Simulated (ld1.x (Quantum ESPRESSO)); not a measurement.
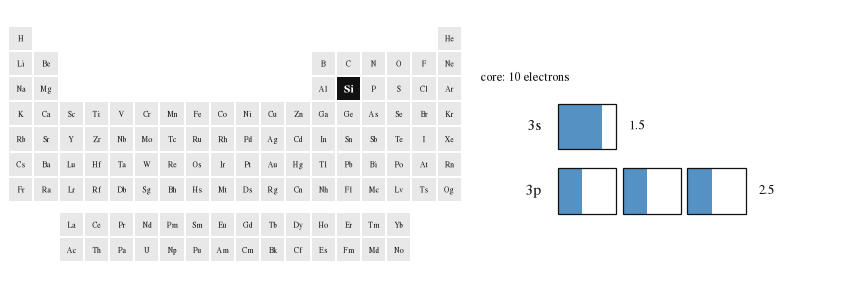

Left, the place of silicon in the periodic table; right, the valence shells of the reference configuration: a box for each of the 2l + 1 orbitals, shaded by the share of the shell that is filled, with the electron count at the right.

# Pseudopotential generation for Si (part 1 of 2)

System: silicon (Si, Z = 14), core [Ne], reference valence 3s1.5 3p2.5, valence charge 4.
Method: ultrasoft potential, LDA (PZ), non-relativistic, made with ld1.x (Quantum ESPRESSO) 7.5.

### Output
```
     Program LD1 v.7.5
     --------------------------- All-electron run ----------------------------

     Si

     atomic number is 14.00
     dft =PZ   lsd =0 sic =0 latt =0  beta=0.20 tr2=1.0E-14
     Exchange-correlation= PZ
                           (   1   1   0   0   0   0   0)
     mesh =1141 r(mesh) = 100.57892 a.u. xmin = -7.00 dx = 0.01250
     1 Ry =  13.60569312 eV

     n l     nl                  e(Ry)          e(Ha)          e(eV)
     1 0     1S 1( 2.00)      -130.4300       -65.2150     -1774.5906
     2 0     2S 1( 2.00)       -10.2084        -5.1042      -138.8930
     2 1     2P 1( 6.00)        -7.0878        -3.5439       -96.4339
     3 0     3S 1( 1.50)        -0.8249        -0.4124       -11.2227
     3 1     3P 1( 2.50)        -0.3287        -0.1643        -4.4720

     final scf error:  8.1E-15 reached in  24 iterations

     Etot =    -576.137494 Ry,    -288.068747 Ha,   -7838.749939 eV

     Ekin =     574.732810 Ry,     287.366405 Ha,    7819.638236 eV
     Encl =   -1374.646880 Ry,    -687.323440 Ha,  -18703.023601 eV
     Eh   =     262.822007 Ry,     131.411004 Ha,    3575.875575 eV
     Exc  =     -39.045431 Ry,     -19.522715 Ha,    -531.240148 eV

     normalization and overlap integrals

     s(1S/1S) =  1.000000  <r> =   0.1120  <r2> =    0.0169  r(max) =   0.0732
     s(2S/2S) =  1.000000  <r> =   0.5724  <r2> =    0.3918  r(max) =   0.4600
     s(2P/2P) =  1.000000  <r> =   0.5390  <r2> =    0.3670  r(max) =   0.3861
     s(3S/3S) =  1.000000  <r> =   2.1471  <r2> =    5.3797  r(max) =   1.7744
     s(3P/3P) =  1.000000  <r> =   2.7458  <r2> =    9.0655  r(max) =   2.1137

     ------------------------ End of All-electron run ------------------------

     --------------------- Generating US pseudopotential ---------------------

      Generating local pot.: lloc=2, matching radius rcloc =   2.1000
      Wfc-us  3S rcutus= 1.797  Estimated cut-off energy=    13.82 Ry
      Wfc-us  3S rcutus= 1.797  Estimated cut-off energy=    20.03 Ry
      Wfc-us  3P rcutus= 2.425  Estimated cut-off energy=    12.97 Ry
      Wfc-us  3P rcutus= 2.425  Estimated cut-off energy=    19.35 Ry

     Q pseudized with Bessel functions
     Expected ecutrho=     107.8888 due to l1=  0   l2=  1

     ------------------- End of pseudopotential generation -------------------

     --------------------------- All-electron run ----------------------------

     Si

     atomic number is 14.00
     dft =PZ   lsd =0 sic =0 latt =0  beta=0.20 tr2=1.0E-14
     Exchange-correlation= PZ
                           (   1   1   0   0   0   0   0)
     mesh =1141 r(mesh) = 100.57892 a.u. xmin = -7.00 dx = 0.01250
     1 Ry =  13.60569312 eV

     n l     nl                  e(Ry)          e(Ha)          e(eV)
     1 0     1S 1( 2.00)      -130.4300       -65.2150     -1774.5906
     2 0     2S 1( 2.00)       -10.2084        -5.1042      -138.8930
     2 1     2P 1( 6.00)        -7.0878        -3.5439       -96.4339
     3 0     3S 1( 1.50)        -0.8249        -0.4124       -11.2227
     3 1     3P 1( 2.50)        -0.3287        -0.1643        -4.4720

     final scf error:  8.1E-15 reached in  24 iterations

     Etot =    -576.137494 Ry,    -288.068747 Ha,   -7838.749939 eV

     Ekin =     574.732810 Ry,     287.366405 Ha,    7819.638236 eV
     Encl =   -1374.646880 Ry,    -687.323440 Ha,  -18703.023601 eV
     Eh   =     262.822007 Ry,     131.411004 Ha,    3575.875575 eV
     Exc  =     -39.045431 Ry,     -19.522715 Ha,    -531.240148 eV

     normalization and overlap integrals

     s(1S/1S) =  1.000000  <r> =   0.1120  <r2> =    0.0169  r(max) =   0.0732
     s(2S/2S) =  1.000000  <r> =   0.5724  <r2> =    0.3918  r(max) =   0.4600
     s(2P/2P) =  1.000000  <r> =   0.5390  <r2> =    0.3670  r(max) =   0.3861
     s(3S/3S) =  1.000000  <r> =   2.1471  <r2> =    5.3797  r(max) =   1.7744
     s(3P/3P) =  1.000000  <r> =   2.7458  <r2> =    9.0655  r(max) =   2.1137

     ------------------------ End of All-electron run ------------------------

     Computing logarithmic derivative in   2.59792
     Computing logarithmic derivative in   2.59792
     Computing the partial wave expansion
     R is outside the sphere for l=    0 j= 0.00
     R is outside the sphere for l=    0 j= 0.00
     R is outside the sphere for l=    1 j= 0.00
     R is outside the sphere for l=    1 j= 0.00
       no projector for channel:   2

     ---------------------- Testing the pseudopotential ----------------------

     Si

     atomic number is 14.00   valence charge is  4.00
     dft =PZ   lsd =0 sic =0 latt =0  beta=0.20 tr2=1.0E-14
     mesh =1141 r(mesh) = 100.57892 xmin = -7.00 dx = 0.01250

     n l     nl             e AE (Ry)        e PS (Ry)    De AE-PS (Ry)
     1 0     3S   1( 1.50)       -0.82486       -0.82486        0.00000
     2 1     3P   1( 2.50)       -0.32868       -0.32868        0.00000

     eps = 3.2E-26  iter =  1

     Etot =    -576.137494 Ry,    -288.068747 Ha,   -7838.749939 eV
     Etotps =    -7.252645 Ry,      -3.626323 Ha,     -98.677267 eV

     Ekin =       2.947209 Ry,       1.473605 Ha,      40.098826 eV
     Encl =     -15.751408 Ry,      -7.875704 Ha,    -214.308828 eV
     Ehrt =       5.767239 Ry,       2.883620 Ha,      78.467291 eV
     Ecxc =      -1.894831 Ry,      -0.947415 Ha,     -25.780489 eV
     Epseu=       1.679145 Ry,       0.839573 Ha,      22.845933 eV

     ---------------------- End of pseudopotential test ----------------------
```

### Output of the test run (extracts)
```
     ---------------------- Testing the pseudopotential ----------------------

     Si

     atomic number is 14.00   valence charge is  4.00
     dft =PZ   lsd =0 sic =0 latt =0  beta=0.20 tr2=1.0E-14
     mesh =1141 r(mesh) = 100.57892 xmin = -7.00 dx = 0.01250

     n l     nl             e AE (Ry)        e PS (Ry)    De AE-PS (Ry)
     1 0     3S   1( 1.50)       -0.82486       -0.82486        0.00000
     2 1     3P   1( 2.50)       -0.32868       -0.32868        0.00000

     eps = 1.0E-20  iter =  1

     Etot =    -576.137494 Ry,    -288.068747 Ha,   -7838.749939 eV
     Etotps =    -7.252645 Ry,      -3.626323 Ha,     -98.677267 eV

     Ekin =       2.947209 Ry,       1.473605 Ha,      40.098826 eV
     Encl =     -15.751408 Ry,      -7.875704 Ha,    -214.308828 eV
     Ehrt =       5.767239 Ry,       2.883620 Ha,      78.467291 eV
     Ecxc =      -1.894831 Ry,      -0.947415 Ha,     -25.780489 eV
     Epseu=       1.679145 Ry,       0.839573 Ha,      22.845933 eV

     ---------------------- End of pseudopotential test ----------------------

     ---------------------- Testing the pseudopotential ----------------------

     Si

     atomic number is 14.00   valence charge is  4.00
     dft =PZ   lsd =0 sic =0 latt =0  beta=0.20 tr2=1.0E-14
     mesh =1141 r(mesh) = 100.57892 xmin = -7.00 dx = 0.01250

     n l     nl             e AE (Ry)        e PS (Ry)    De AE-PS (Ry)
     1 0     3S   1( 2.00)       -0.79663       -0.79731        0.00068
     2 1     3P   1( 2.00)       -0.30705       -0.30699       -0.00007

     eps = 8.4E-16  iter =  7

     Etot =    -576.383950 Ry,    -288.191975 Ha,   -7842.103143 eV
     Etotps =    -7.499300 Ry,      -3.749650 Ha,    -102.033171 eV
     dEtot_ae =      -0.246456 Ry
     dEtot_ps =      -0.246654 Ry,   Delta E=       0.000198 Ry

     Ekin =       2.690586 Ry,       1.345293 Ha,      36.607286 eV
     Encl =     -16.049935 Ry,      -8.024967 Ha,    -218.370485 eV
     Ehrt =       5.875025 Ry,       2.937513 Ha,      79.933788 eV
     Ecxc =      -1.929412 Ry,      -0.964706 Ha,     -26.250992 eV
     Epseu=       1.914436 Ry,       0.957218 Ha,      26.047232 eV

     ---------------------- End of pseudopotential test ----------------------

     ---------------------- Testing the pseudopotential ----------------------

     Si

     atomic number is 14.00   valence charge is  4.00
     dft =PZ   lsd =0 sic =0 latt =0  beta=0.20 tr2=1.0E-14
     mesh =1141 r(mesh) = 100.57892 xmin = -7.00 dx = 0.01250

     n l     nl             e AE (Ry)        e PS (Ry)    De AE-PS (Ry)
     1 0     3S   1( 2.00)       -1.40074       -1.40087        0.00013
     2 1     3P   1( 1.00)       -0.86468       -0.86385       -0.00082

     eps = 2.3E-17  iter =  7

     Etot =    -575.807732 Ry,    -287.903866 Ha,   -7834.263299 eV
     Etotps =    -6.923383 Ry,      -3.461692 Ha,     -94.197425 eV
     dEtot_ae =       0.329762 Ry
     dEtot_ps =       0.329262 Ry,   Delta E=       0.000500 Ry

     Ekin =       2.173577 Ry,       1.086788 Ha,      29.573018 eV
     Encl =     -13.253412 Ry,      -6.626706 Ha,    -180.321850 eV
     Ehrt =       3.706462 Ry,       1.853231 Ha,      50.428983 eV
     Ecxc =      -1.481324 Ry,      -0.740662 Ha,     -20.154446 eV
     Epseu=       1.931314 Ry,       0.965657 Ha,      26.276869 eV

     ---------------------- End of pseudopotential test ----------------------

     ---------------------- Testing the pseudopotential ----------------------

     Si

     atomic number is 14.00   valence charge is  4.00
     dft =PZ   lsd =0 sic =0 latt =0  beta=0.20 tr2=1.0E-14
     mesh =1141 r(mesh) = 100.57892 xmin = -7.00 dx = 0.01250

     n l     nl             e AE (Ry)        e PS (Ry)    De AE-PS (Ry)
     1 0     3S   1( 2.00)       -2.10243       -2.09850       -0.00393
     2 1     3P   1( 0.00)       -1.51925       -1.51393       -0.00532  !

     eps = 2.0E-16  iter =  7

     Etot =    -574.622459 Ry,    -287.311230 Ha,   -7818.136841 eV
     Etotps =    -5.740651 Ry,      -2.870325 Ha,     -78.105534 eV
     dEtot_ae =       1.515035 Ry
     dEtot_ps =       1.511994 Ry,   Delta E=       0.003040 Ry

     Ekin =       1.266259 Ry,       0.633130 Ha,      17.228334 eV
     Encl =      -9.755201 Ry,      -4.877601 Ha,    -132.726272 eV
     Ehrt =       1.838475 Ry,       0.919237 Ha,      25.013724 eV
     Ecxc =      -0.973927 Ry,      -0.486963 Ha,     -13.250950 eV
     Epseu=       1.883743 Ry,       0.941872 Ha,      25.629629 eV

     ---------------------- End of pseudopotential test ----------------------

     ---------------------- Testing the pseudopotential ----------------------

     Si

     atomic number is 14.00   valence charge is  4.00
     dft =PZ   lsd =0 sic =0 latt =0  beta=0.20 tr2=1.0E-14
     mesh =1141 r(mesh) = 100.57892 xmin = -7.00 dx = 0.01250

     n l     nl             e AE (Ry)        e PS (Ry)    De AE-PS (Ry)
     1 0     3S   1( 2.00)       -0.64202       -0.64267        0.00065
     2 1     3P   1( 2.30)       -0.16546       -0.16541       -0.00005

     eps = 4.8E-15  iter = 10

     Etot =    -576.454466 Ry,    -288.227233 Ha,   -7843.062559 eV
     Etotps =    -7.569798 Ry,      -3.784899 Ha,    -102.992344 eV
     dEtot_ae =      -0.316972 Ry
     dEtot_ps =      -0.317152 Ry,   Delta E=       0.000181 Ry

     Ekin =       2.771157 Ry,       1.385579 Ha,      37.703515 eV
     Encl =     -16.724467 Ry,      -8.362234 Ha,    -227.547971 eV
     Ehrt =       6.522035 Ry,       3.261018 Ha,      88.736813 eV
     Ecxc =      -2.041018 Ry,      -1.020509 Ha,     -27.769463 eV
     Epseu=       1.902495 Ry,       0.951247 Ha,      25.884762 eV

     ---------------------- End of pseudopotential test ----------------------

     ---------------------- Testing the pseudopotential ----------------------

     Si

     atomic number is 14.00   valence charge is  4.00
     dft =PZ   lsd =0 sic =0 latt =0  beta=0.20 tr2=1.0E-14
     mesh =1141 r(mesh) = 100.57892 xmin = -7.00 dx = 0.01250

     n l     nl             e AE (Ry)        e PS (Ry)    De AE-PS (Ry)
     1 0     3S   1( 1.00)       -0.85139       -0.85031       -0.00107
     2 1     3P   1( 3.00)       -0.34907       -0.34908        0.00001

     eps = 4.2E-15  iter =  7

     Etot =    -575.887855 Ry,    -287.943928 Ha,   -7835.353433 eV
     Etotps =    -7.003258 Ry,      -3.501629 Ha,     -95.284185 eV
     dEtot_ae =       0.249639 Ry
     dEtot_ps =       0.249387 Ry,   Delta E=       0.000252 Ry

     Ekin =       3.216846 Ry,       1.608423 Ha,      43.767415 eV
     Encl =     -15.461652 Ry,      -7.730826 Ha,    -210.366489 eV
     Ehrt =       5.669805 Ry,       2.834903 Ha,      77.141629 eV
     Ecxc =      -1.864220 Ry,      -0.932110 Ha,     -25.364011 eV
     Epseu=       1.435963 Ry,       0.717981 Ha,      19.537271 eV

     ---------------------- End of pseudopotential test ----------------------

     ---------------------- Testing the pseudopotential ----------------------

     Si

     atomic number is 14.00   valence charge is  4.00
     dft =PZ   lsd =0 sic =0 latt =0  beta=0.20 tr2=1.0E-14
     mesh =1141 r(mesh) = 100.57892 xmin = -7.00 dx = 0.01250

     n l     nl             e AE (Ry)        e PS (Ry)    De AE-PS (Ry)
     1 0     3S   1( 1.00)       -1.45400       -1.45207       -0.00193
     2 1     3P   1( 2.00)       -0.90978       -0.90904       -0.00074

     eps = 2.3E-17  iter =  7

     Etot =    -575.267551 Ry,    -287.633776 Ha,   -7826.913769 eV
     Etotps =    -6.383188 Ry,      -3.191594 Ha,     -86.847693 eV
     dEtot_ae =       0.869942 Ry
     dEtot_ps =       0.869458 Ry,   Delta E=       0.000485 Ry

     Ekin =       2.759723 Ry,       1.379861 Ha,      37.547938 eV
     Encl =     -12.667943 Ry,      -6.333972 Ha,    -172.356148 eV
     Ehrt =       3.541527 Ry,       1.770764 Ha,      48.184932 eV
     Ecxc =      -1.416166 Ry,      -0.708083 Ha,     -19.267914 eV
     Epseu=       1.399671 Ry,       0.699836 Ha,      19.043497 eV

     ---------------------- End of pseudopotential test ----------------------

     ---------------------- Testing the pseudopotential ----------------------

     Si

     atomic number is 14.00   valence charge is  4.00
     dft =PZ   lsd =0 sic =0 latt =0  beta=0.20 tr2=1.0E-14
     mesh =1141 r(mesh) = 100.57892 xmin = -7.00 dx = 0.01250

     n l     nl             e AE (Ry)        e PS (Ry)    De AE-PS (Ry)
     1 0     3S   1( 0.00)       -0.90028       -0.89416       -0.00612  !
     2 1     3P   1( 4.00)       -0.38681       -0.38648       -0.00034

     eps = 9.9E-15  iter = 11

     Etot =    -575.379842 Ry,    -287.689921 Ha,   -7828.441563 eV
     Etotps =    -6.498191 Ry,      -3.249096 Ha,     -88.412399 eV
     dEtot_ae =       0.757652 Ry
     dEtot_ps =       0.754454 Ry,   Delta E=       0.003198 Ry

     Ekin =       3.791550 Ry,       1.895775 Ha,      51.586672 eV
     Encl =     -14.906858 Ry,      -7.453429 Ha,    -202.818132 eV
     Ehrt =       5.500953 Ry,       2.750476 Ha,      74.844273 eV
     Ecxc =      -1.814539 Ry,      -0.907269 Ha,     -24.688058 eV
     Epseu=       0.930702 Ry,       0.465351 Ha,      12.662846 eV

     ---------------------- End of pseudopotential test ----------------------
```

(Continued in part 2.) Outcome of the run: generated.
